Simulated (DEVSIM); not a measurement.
Device: Pd/SiO2/n-Ge capacitor, at 300 K.

```tsv
layer (left to right)	material	thickness (nm)	Nd (cm⁻³)
1	SiO2	3.70	-
2	Ge	1900	5e16
```

Metal gate on the left, work function 5.2 eV. Fixed charge at the semiconductor interface 0 cm⁻² (in units of +e); no interface traps.

The device is made up for the run: typed textbook-type constants, with dimensions and the other settings drawn at random. Values at 300 K.

| parameter | SiO2 | Ge |
|---|---|---|
| gap (eV) | 9 | 0.664 |
| affinity (eV) | 0.9 | 4 |
| permittivity | 3.9 | 16 |
| Nc (cm⁻³) | - | 1.04e19 |
| Nv (cm⁻³) | - | 6e18 |

DEVSIM, 1D Poisson equation in equilibrium, Boltzmann statistics, complete ionisation; no quantum confinement or tunnelling. Metal contacts follow the ideal Schottky-Mott rule: no Fermi-level pinning, no interface dipoles.

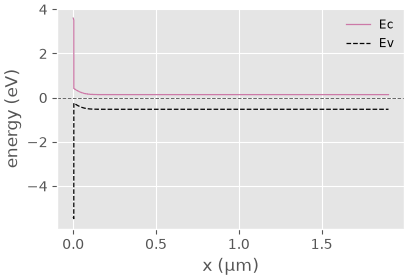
Figure: Band edges at 0.7 V on the gate

Energies count from the Fermi level of the right contact; mesh points crowd at the junctions.

```
x (μm)     Ec (eV)  Ev (eV)  n (cm⁻³)  p (cm⁻³)  field (V/cm)
---------  -------  -------  --------  --------  ------------
0.000        3.600   -5.400     < 1e2     < 1e2       -220000
0.0009500    3.579   -5.421     < 1e2     < 1e2       -220000
0.002092     3.554   -5.446     < 1e2     < 1e2       -220000
0.003189     3.530   -5.470     < 1e2     < 1e2       -220000
0.004469     0.415   -0.249    1.1e12    3.9e14        -53000
0.006338     0.405   -0.259    1.6e12    2.7e14        -52000
0.01027      0.385   -0.279    3.6e12    1.2e14        -50000
0.02184      0.331   -0.333    2.9e13    1.5e13        -43000
0.04183      0.255   -0.409    5.4e14    8.1e11        -32000
0.07988      0.171   -0.493    1.4e16    3.2e10        -13000
0.1600       0.139   -0.525    4.8e16     9.1e9          -450
0.3954       0.138   -0.526    5.0e16     8.7e9           ≈ 0
0.8025       0.138   -0.526    5.0e16     8.7e9           ≈ 0
1.313        0.138   -0.526    5.0e16     8.7e9           ≈ 0
1.675        0.138   -0.526    5.0e16     8.7e9           ≈ 0
1.788        0.138   -0.526    5.0e16     8.7e9           ≈ 0
1.848        0.138   -0.526    5.0e16     8.7e9           ≈ 0
1.876        0.138   -0.526    5.0e16     8.7e9           ≈ 0
1.894        0.138   -0.526    5.0e16     8.7e9           ≈ 0
1.899        0.138   -0.526    5.0e16     8.7e9           ≈ 0
1.902        0.138   -0.526    5.0e16     8.7e9           ≈ 0
1.904        0.138   -0.526    5.0e16     8.7e9           ≈ 0
```
